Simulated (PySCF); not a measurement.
# CH4AlNO (SMILES N[C](=O)[AlH2]) at 6 levels

Aim: a comparison of 6 runs (HF/STO-3G, HF/3-21G, HF/6-31G*, HF/6-31+G*, HF/6-311+G**, HF/6-311++G(2d,2p)) of CH4AlNO. 

The results are computed with PySCF 2.14.0.

## Step 1: The system as given

The species is CH4AlNO (8 atoms), meant as a singlet with charge 0. As SMILES, `N[C](=O)[AlH2]`. The coordinates come from a PBE0-D4/def2-TZVP relaxation. This is one conformer, not always the lowest.

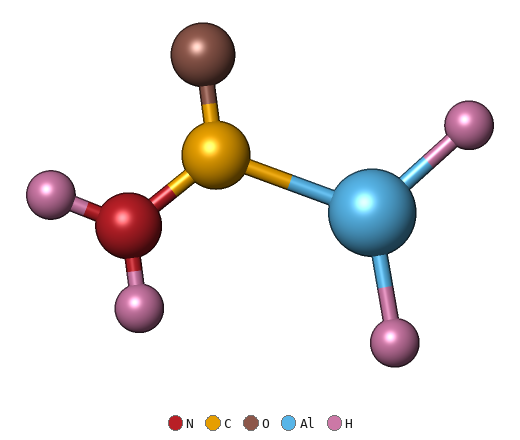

The structure, seen from a chosen angle (nitrogen red, carbon amber, oxygen brown, aluminium blue, hydrogen pink).

## Step 2: The charge distribution at HF/STO-3G (run 1)

job.py reads:

```python
import numpy
from pyscf import gto, scf, lo

mol = gto.Mole()
mol.atom = '''
N        0.485000       0.783600       1.120300
C       -0.361200       0.556400       0.082300
O       -1.264800       1.333400      -0.188100
Al      -0.166600      -1.082600      -1.070200
H        1.228100       0.145700       1.341300
H        0.368500       1.613300       1.684600
H       -1.194900      -1.277800      -2.250500
H        0.998000      -2.129000      -0.775700
'''
mol.max_memory = 1860
mol.verbose = 4
mol.spin = 0
mol.basis = 'sto-3g'
mol.build()

hf = mol.RHF()
hf.conv_tol = 1e-10
hf.kernel()
if not hf.converged:
    hf = hf.newton().run(hf.mo_coeff, hf.mo_occ)

energy = hf.e_tot
print('E(%s) = %.9f' % ('HF', energy))
dip = hf.dip_moment()
pop, q = hf.mulliken_pop()
quad = hf.quad_moment()
occ = hf.mo_coeff[:, hf.mo_occ > 0]
iaos = lo.vec_lowdin(lo.iao.iao(mol, occ), hf.get_ovlp())
c = iaos.T @ hf.get_ovlp() @ occ
pop_iao, q_iao = scf.hf.mulliken_pop(lo.iao.reference_mol(mol), (c * hf.mo_occ[hf.mo_occ > 0]) @ c.T, numpy.eye(c.shape[0]), verbose=0)
print('IAO charges', numpy.round(q_iao, 4))
```

On the command line:

```
$ OMP_NUM_THREADS=1 python job.py
```

What it wrote:

```text
PySCF version 2.14.0

[... 64 lines left out ...]
converged SCF energy = -406.278036114972
[... 1 line left out ...]
Dipole moment(X, Y, Z, Debye):  2.04667, -1.66424,  0.68875
[... 40 lines left out ...]
IAO charges [-0.4431 -0.0616 -0.3255  1.0553  0.2018  0.2111 -0.3158 -0.3221]
```

Wall time 0.89 s (1 thread of Arm Neoverse V1, shared host); peak memory 0.12 GiB.

Atomic charges (e):

| atom | Mulliken | IAO |
| --- | --- | --- |
| N1 | -0.454 | -0.443 |
| C2 | +0.049 | -0.062 |
| O3 | -0.322 | -0.326 |
| Al4 | +0.892 | +1.055 |
| H5 | +0.182 | +0.202 |
| H6 | +0.190 | +0.211 |
| H7 | -0.261 | -0.316 |
| H8 | -0.275 | -0.322 |

## Step 3: The charge distribution at HF/3-21G (run 2)

input.py reads:

```python
# N[C](=O)[AlH2]
import numpy
from pyscf import gto, scf, lo

molecule = gto.Mole()
molecule.atom = '''
N      0.916517     1.480789     2.117060
C     -0.682569     1.051444     0.155524
O     -2.390126     2.519761    -0.355457
Al    -0.314828    -2.045818    -2.022385
H      2.320773     0.275333     2.534690
H      0.696364     3.048695     3.183433
H     -2.258034    -2.414692    -4.252829
H      1.885947    -4.023227    -1.465861
'''
molecule.spin = 0
molecule.charge = 0
molecule.max_memory = 1860
molecule.verbose = 3
molecule.basis = '3-21g'
molecule.unit = 'bohr'
molecule.build()

hf = molecule.RHF()
hf.conv_tol = 1e-10
hf.kernel()
if not hf.converged:
    hf = hf.newton().run(hf.mo_coeff, hf.mo_occ)

e_final = hf.e_tot
print(f'total energy: {e_final:.8f} hartree')
hf.analyze()
quad = hf.quad_moment()
occ = hf.mo_coeff[:, hf.mo_occ > 0]
iaos = lo.vec_lowdin(lo.iao.iao(molecule, occ), hf.get_ovlp())
c = iaos.T @ hf.get_ovlp() @ occ
pop_iao, q_iao = scf.hf.mulliken_pop(lo.iao.reference_mol(molecule), (c * hf.mo_occ[hf.mo_occ > 0]) @ c.T, numpy.eye(c.shape[0]), verbose=0)
print('IAO charges', numpy.round(q_iao, 4))
```

On the command line:

```
$ OMP_NUM_THREADS=1 python input.py
```

What it wrote:

```text
converged SCF energy = -409.130477727527
[... 5 lines left out ...]
MO #4   energy= -11.2669783495737  occ= 2
[... 8 lines left out ...]
MO #13  energy= -0.637039283914377 occ= 2
[... 8 lines left out ...]
MO #22  energy= 0.178241940054329  occ= 0
[... 8 lines left out ...]
MO #31  energy= 0.633684796082822  occ= 0
[... 8 lines left out ...]
MO #40  energy= 1.44212008628676   occ= 0
[... 17 lines left out ...]
Dipole moment(X, Y, Z, Debye):  2.85361, -1.71664,  1.45775
[... 2 lines left out ...]
IAO charges [-0.5356  0.1461 -0.4916  0.7805  0.2664  0.2735 -0.2075 -0.2319]
```

It took 1 s on 1 thread of Arm Neoverse V1, shared host; peak memory 0.12 GiB.

Atomic charges (e):

| atom | Mulliken | IAO |
| --- | --- | --- |
| N1 | -0.919 | -0.536 |
| C2 | +0.390 | +0.146 |
| O3 | -0.614 | -0.492 |
| Al4 | +0.948 | +0.780 |
| H5 | +0.351 | +0.266 |
| H6 | +0.349 | +0.274 |
| H7 | -0.238 | -0.207 |
| H8 | -0.267 | -0.232 |

Runs 3 to 5 aren't shown in full; the table further down has their settings and results.

## Step 4: Energy and one-electron properties at HF/6-311++G(2d,2p) (run 6)

calc.py reads:

```python
# N[C](=O)[AlH2]
import numpy
from pyscf import gto, scf, lo

molecule = gto.Mole()
molecule.atom = '''
N        0.485000       0.783600       1.120300
C       -0.361200       0.556400       0.082300
O       -1.264800       1.333400      -0.188100
Al      -0.166600      -1.082600      -1.070200
H        1.228100       0.145700       1.341300
H        0.368500       1.613300       1.684600
H       -1.194900      -1.277800      -2.250500
H        0.998000      -2.129000      -0.775700
'''
molecule.basis = '6-311++g(2d,2p)'
molecule.max_memory = 1860
molecule.verbose = 3
molecule.charge = 0
molecule.build()

hf = scf.RHF(molecule)
hf.conv_tol = 1e-10
hf.kernel()
if not hf.converged:
    hf = hf.newton().run(hf.mo_coeff, hf.mo_occ)

e_final = hf.e_tot
print('E(%s) = %.9f' % ('HF', e_final))
dip = hf.dip_moment()
pop, q = hf.mulliken_pop()
quad = hf.quad_moment()
occ = hf.mo_coeff[:, hf.mo_occ > 0]
iaos = lo.vec_lowdin(lo.iao.iao(molecule, occ), hf.get_ovlp())
c = iaos.T @ hf.get_ovlp() @ occ
pop_iao, q_iao = scf.hf.mulliken_pop(lo.iao.reference_mol(molecule), (c * hf.mo_occ[hf.mo_occ > 0]) @ c.T, numpy.eye(c.shape[0]), verbose=0)
print('IAO charges', numpy.round(q_iao, 4))
```

On the command line:

```
$ OMP_NUM_THREADS=1 python calc.py
```

What it wrote:

```text
converged SCF energy = -411.477323952762
[... 1 line left out ...]
Dipole moment(X, Y, Z, Debye):  3.01272, -1.87282,  1.48939
[... 168 lines left out ...]
IAO charges [-0.5593  0.2058 -0.5791  0.8616  0.2796  0.2832 -0.2323 -0.2595]
```

It took 9 s on 1 thread of Arm Neoverse V1, shared host; peak memory 0.68 GiB.

Atomic charges (e):

| atom | Mulliken | IAO |
| --- | --- | --- |
| N1 | -0.330 | -0.559 |
| C2 | +0.015 | +0.206 |
| O3 | -0.590 | -0.579 |
| Al4 | +1.102 | +0.862 |
| H5 | +0.123 | +0.280 |
| H6 | +0.181 | +0.283 |
| H7 | -0.246 | -0.232 |
| H8 | -0.255 | -0.260 |

## Step 5: All runs side by side

| run | level | energy (Eh) | dipole moment (D) | HOMO energy (eV) | LUMO energy (eV) | wall time |
| --- | --- | --- | --- | --- | --- | --- |
| 1 | HF/STO-3G | -406.278036 | 2.73 | -6.47 | 7.60 | 0.89 s |
| 2 | HF/3-21G | -409.130478 | 3.64 | -9.76 | 0.71 | 1 s |
| 3 | HF/6-31G* (spherical functions) | -411.391791 | 3.75 | -10.03 | 0.73 | 1.6 s |
| 4 | HF/6-31+G* (spherical functions) | -411.401813 | 3.96 | -10.31 | 0.42 | 2.1 s |
| 5 | HF/6-311+G** | -411.468750 | 3.92 | -10.31 | 0.38 | 4.2 s |
| 6 | HF/6-311++G(2d,2p) | -411.477324 | 3.85 | -10.31 | 0.41 | 9 s |

## Step 6: Results

| quantity | value |
| --- | --- |
| run 6: total energy | -411.47732 Eh |
| run 6: dipole moment | 3.85 D |
| run 6: HOMO energy | -10.31 eV |
| run 6: LUMO energy | 0.41 eV |
| run 6: HOMO–LUMO gap | 10.72 eV |

What this shows: The dipole moment (its size) runs from 2.73 D (HF/STO-3G) to 3.96 D (HF/6-31+G*). The HOMO–LUMO gap runs from 10.48 eV (HF/3-21G) to 14.07 eV (HF/STO-3G). In run 1 the basis is minimal, so the values are rough. All runs together took 19 s, the longest 9 s.
